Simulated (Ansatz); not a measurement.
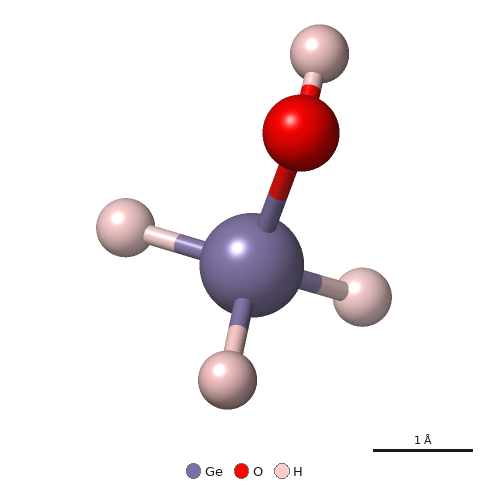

Rendered structure (ball-and-stick style).

Count the atoms of each element.

GeH₄O, 6 atoms: 1 germanium, 4 hydrogen and 1 oxygen.

What is the point group of this geometry?

Cs.

More results for the same structure follow; atom numbers are the same in all pictures, views and colours differ. The computed structure is the end point of a PBE0-D4/def2-TZVP optimisation.

## Geometry

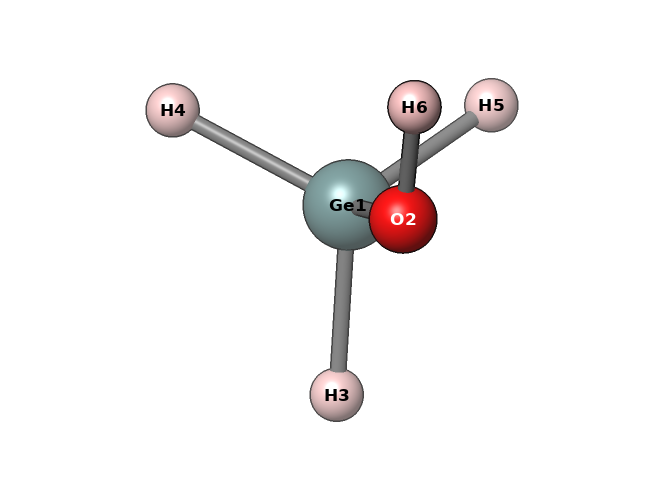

Ge1 lies behind O2. The molecule seen a little off the O2–Ge1 bond, O2 in front. Distant atoms are faded towards the background colour.

What is the torsion angle H6–O2–Ge1–H3? The sign is positive where the front bond must turn clockwise to cover the back bond.

180°, antiperiplanar (anti).

## Charges

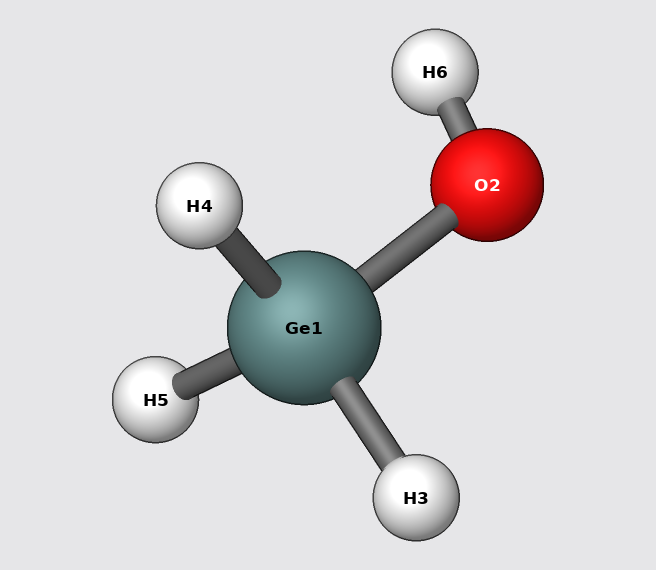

The questions are on Mulliken charges. Level of theory: RKS PBE0-D4/def2-TZVP (Ansatz 0.2.0).

Give the Mulliken charges atom by atom.

| atom | value (e) |
| --- | --- |
| Ge1 | 0.28 |
| O2 | −0.57 |
| H3 | 0.01 |
| H4 | −0.01 |
| H5 | −0.01 |
| H6 | 0.31 |

## Electronic properties

Method: RKS PBE0-D4/def2-TZVPP (Ansatz 0.2.0).

Estimate the HOMO energy (Kohn–Sham orbital).

−8.43 eV.

Estimate the LUMO energy (Kohn–Sham orbital).

0.11 eV.

## Dipole moment

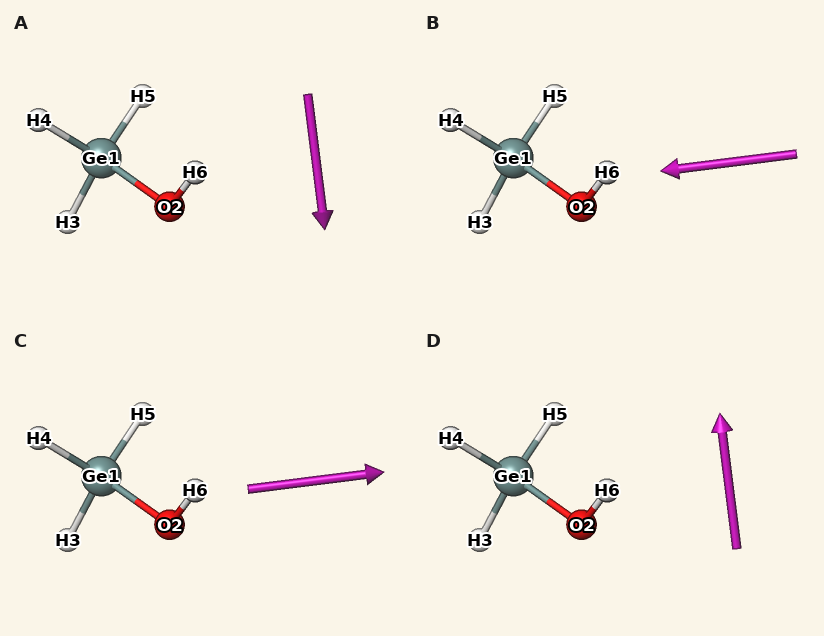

The same molecule four times, each with an arrow. Method: RKS PBE0-D4/def2-TZVP (Ansatz 0.2.0).

Which arrow points along the dipole moment, from the negative to the positive end?

D. The dipole moment is 1.48 D; it points from the side of H3 to the side of H4, H5 (the outermost atoms at the two ends).

Mulliken values depend strongly on the basis set and can even reverse the polarity of a bond.
